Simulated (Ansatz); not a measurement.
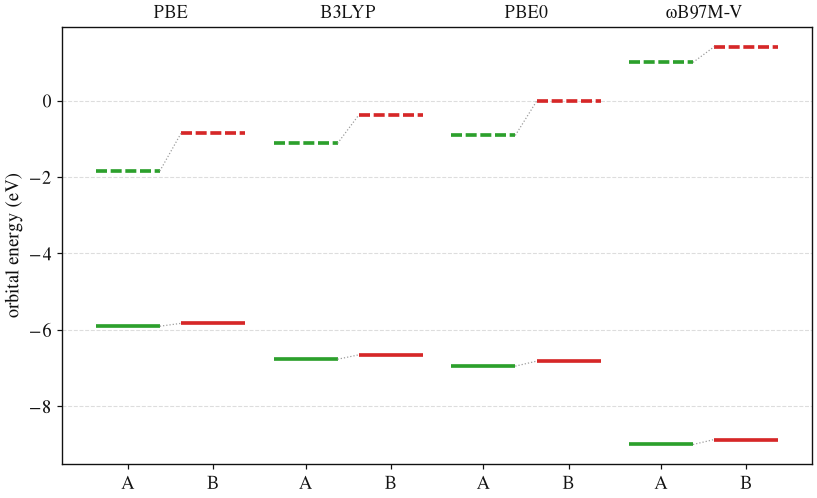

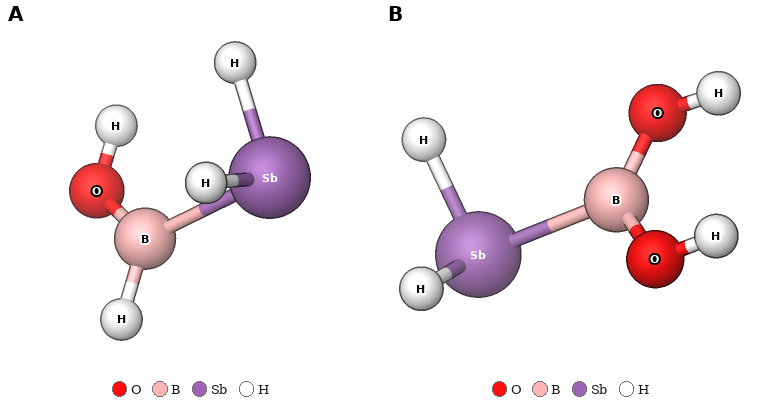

One change: A, BSbH₄O (SMILES O[BH][SbH2]), becomes B, BSbH₄O₂ (SMILES O[B](O)[SbH2]). H on B is replaced by OH. HOMO (solid) and LUMO (dashed) computed in def2-TZVPP at PBE0-D4/def2-TZVP geometries, both minima by their frequencies, gas phase, the Ansatz code 0.2.0. Empty levels above zero depend strongly on the basis.

### What does the change do to HOMO and LUMO?

PBE: the HOMO rises by 0.08 eV, the LUMO rises by 0.99 eV, and the separation goes from 4.06 to 4.98 eV. B3LYP: the HOMO rises by 0.12 eV, the LUMO rises by 0.75 eV, and the separation goes from 5.65 to 6.28 eV. PBE0: the HOMO rises by 0.13 eV, the LUMO rises by 0.90 eV, and the separation goes from 6.04 to 6.80 eV. ωB97M-V: the HOMO rises by 0.13 eV, the LUMO rises by 0.41 eV, and the separation goes from 10.00 to 10.28 eV.

### Do the functionals agree on the effect?

They agree on the direction for both levels; the HOMO shift lies between 0.08 and 0.13 eV and the LUMO shift between 0.41 and 0.99 eV, while the separations themselves differ by up to 5.9 eV between functionals.

Known limits of this run: core potentials past krypton; spin-orbit coupling is left out, and with Sb it can shift these values.
